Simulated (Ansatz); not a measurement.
## Electronic structure of CH5FMoN2 (SMILES [CH3][Mo](=[NH])(=[NH])[F]) in real space

Input

```
crystal:
  periodic: [false, false, false]
  atoms:
    - {symbol: C, position_ang: [-1.361051, -0.404679, -0.473748]}
    - {symbol: Mo, position_ang: [0.321392, 0.522668, 0.381660]}
    - {symbol: N, position_ang: [0.968293, -0.698588, 1.405119]}
    - {symbol: N, position_ang: [1.356302, 0.785059, -0.966521]}
    - {symbol: F, position_ang: [-0.118435, 2.093271, 1.292158]}
    - {symbol: H, position_ang: [-2.062347, -0.641475, 0.331885]}
    - {symbol: H, position_ang: [-1.108909, -1.321344, -1.006205]}
    - {symbol: H, position_ang: [-1.815888, 0.301471, -1.174764]}
    - {symbol: H, position_ang: [1.690920, -1.341064, 1.701093]}
    - {symbol: H, position_ang: [2.212720, 0.653483, -1.487876]}
basis:
  gaussian: {orbitals: def2-TZVPP}
hamiltonian: {xc: pbe0, dispersion: d4}
output: {orbitals: {seedname: orbitals}}
```

Command:

```sh
ansatz run in.yaml --threads 4 --pin off --events-out ev --progress --plain --max-ram 10444MiB
```

Geometry: PBE0-D4/def2-TZVP; core potentials replace the inner electrons of Mo.

Method: RKS PBE0-D4/def2-TZVPP (Ansatz 0.2.0).

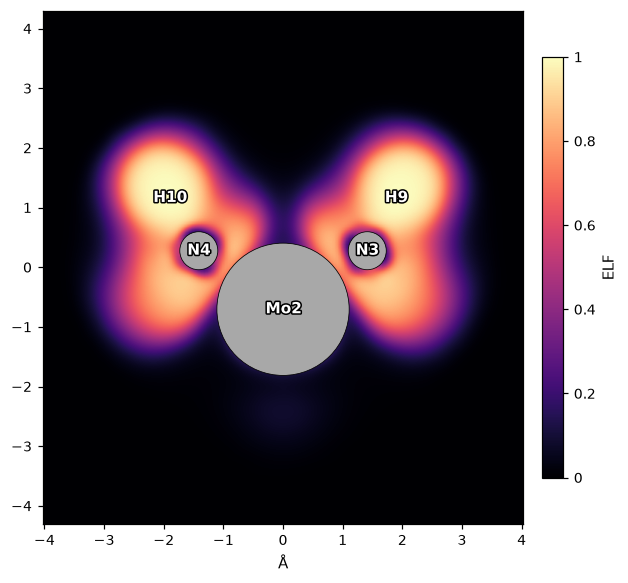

Figure 1. Electron localisation function on the plane of atoms N3, Mo2 and N4. Grey discs cover the atomic cores.

Question: What do the fields say about this system?

Answer: Atoms in the plane: Mo, N and H. Mo–N (1.72 Å): the ELF peaks at about 0.75 in the valence shell of N, 0.5 Å from its nucleus, and drops to about 0.35 between the two atoms. N–H (1.01 Å): the ELF climbs to about 1 towards the hydrogen, as it does in any bond to H; a covalent bond by its length.

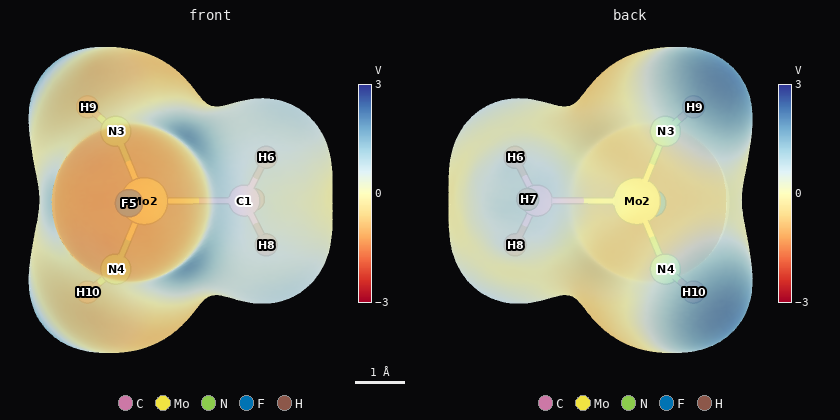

Figure 2. The molecular electrostatic potential painted on the density surface at 0.002 e/bohr³, seen from the front and from behind; red is negative and blue positive.

Question: Where is the surface potential most negative and most positive?

Answer: The most negative region (about −1.3 V, or −30 kcal/mol for a unit charge) lies over F5, the most positive (about +2.2 V, or +51 kcal/mol for a unit charge) over H9 and H10.

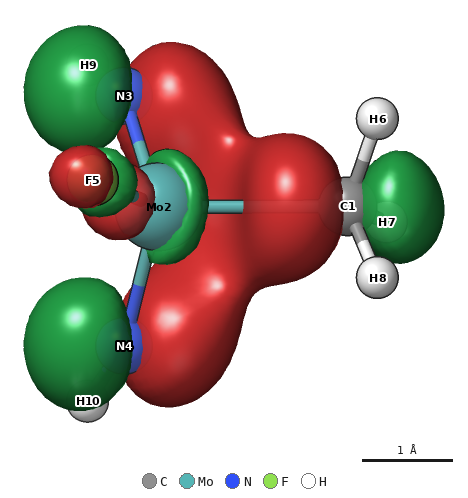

Figure 3. The HOMO−1 at ±0.15 Å⁻³ᐟ² (green and red are the two phases), seen at a tilt.

Question: Where does this orbital lie, and at what energy?

Answer: It lies mainly on N4 (about 25 %), N3 (about 25 %), Mo2 (about 20 %) and C1 (about 15 %). Its energy is −8.14 eV.

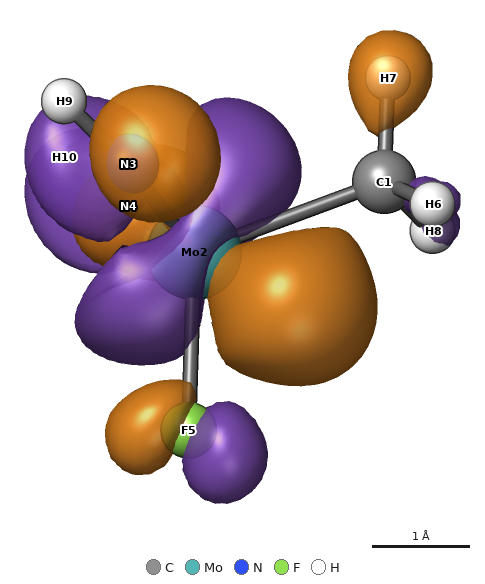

Figure 4. One frontier orbital at ±0.1 Å⁻³ᐟ² (orange and purple are the two phases), seen from one side.

Question: Which orbital is it: HOMO or LUMO?

Answer: The LUMO, at −1.91 eV. It lies mainly on Mo2 (about 60 %), N3 (about 10 %), N4 (about 10 %) and F5 (about 5 %).
